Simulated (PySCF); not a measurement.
## Run report: SiHCl, frequency calculation

SiHCl, multiplicity 3, computed with UKS-based PBE0, Si def2-TZVP, H def2-TZVP, Cl def2-TZVP; non-relativistic Hamiltonian; density fitting (PySCF 2.14.0).

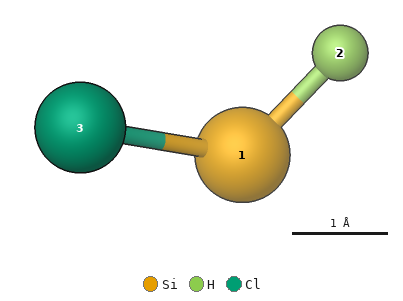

Fig. 1: The structure (ball-and-stick view, seen at an oblique angle; atoms are numbered from 1 in the order of the input). Bond lengths as drawn: Cl–Si 2.05 Å and H–Si 1.49 Å.

Results in brief

| quantity | value |
| --- | --- |
| outcome | converged |
| total energy | −749.981017 hartree |
| ⟨S²⟩ | 2.003 |
| zero-point energy | 0.007627 hartree |
| dipole moment | 0.94 D |
| wavenumbers, lowest and highest | 554 and 2153 cm⁻¹ |
| hardware | 2 threads of Intel Xeon (Sapphire Rapids), 32 GiB of memory available, shared host |
| wall time | 34 s (CPU time 64 s) |
| peak memory | 0.76 GiB |

Input
```python
from pyscf import gto, scf, dft
mol = gto.M(atom='''
Si    -0.912157     0.000000    -0.631699
H     -2.192142     0.000000     0.133742
Cl     0.793117     0.000000     0.501651''',
    basis={'Si': 'def2-TZVP', 'H': 'def2-TZVP', 'Cl': 'def2-TZVP'},
    charge=0, spin=2)
mf = dft.UKS(mol, xc='PBE0')
mf.grids.atom_grid = (75, 302)
aux = {'Si': 'def2-universal-JKFIT', 'H': 'def2-universal-JKFIT', 'Cl': 'def2-universal-JKFIT'}
mf = mf.density_fit(auxbasis=aux)
mf.conv_tol = 1e-09
mf.diis_space = 10
mf.max_cycle = 60
mf.verbose = 4
mf.kernel()
```

The script is an equivalent of the set-up of the self-consistent field. The run itself was carried out by a driver, which started from the orbitals of the step before it where there was one and computed the further properties.

Run as:
```bash
OMP_NUM_THREADS=2 python axn.py task.json out
```

The program's output
```
init E= -749.981016841664
  alpha nocc = 17  HOMO = -0.202406357926893  LUMO = 0.0158843201721339
  beta  nocc = 15  HOMO = -0.360728999119434  LUMO = -0.138330393386312
  HOMO = -0.202406357927  LUMO = -0.138330393386  gap/eV = 1.74360
cycle= 1 E= -749.981016841666  delta_E= -1.36e-12  |g|= 3.6e-07  |ddm|= 9.01e-07
  alpha nocc = 17  HOMO = -0.202406335730217  LUMO = 0.0158843169686058
  beta  nocc = 15  HOMO = -0.360729115054205  LUMO = -0.138330339085169
  HOMO = -0.20240633573  LUMO = -0.138330339085  gap/eV = 1.74360
Extra cycle  E= -749.981016841664  delta_E= 1.14e-12  |g|= 3.2e-07  |ddm|= 5.46e-07
converged SCF energy = -749.981016841664  <S^2> = 2.0033374  2S+1 = 3.0022241
```

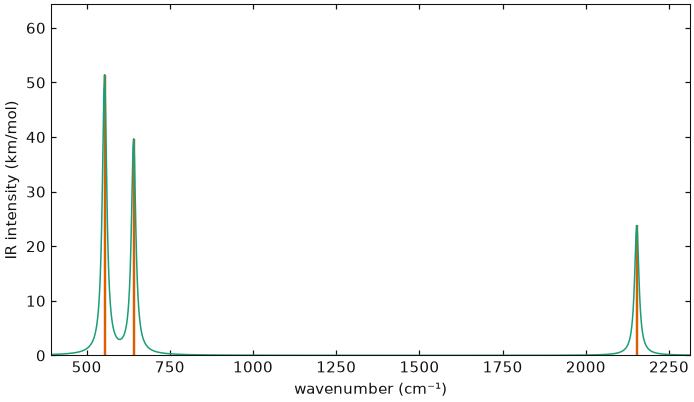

Fig. 2: Harmonic infrared spectrum, unscaled: sticks (degenerate modes added up, dark ones marked on the axis) with a Lorentzian envelope of 16 cm⁻¹ full width, scaled to the tallest stick. 3 modes from 554 to 2153 cm⁻¹, none imaginary. The strongest line is at 554 cm⁻¹ (51 km/mol). All modes, in cm⁻¹ (km/mol): 554 (51), 641 (40), 2153 (24).

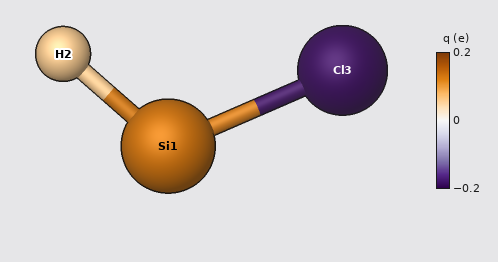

Fig. 3: Mulliken charges, as the colour of each atom (ball-and-stick view, seen on its broad side; atoms are numbered from 1 in the order of the input). By element: Si +0.13, H +0.06 and Cl −0.19 e.
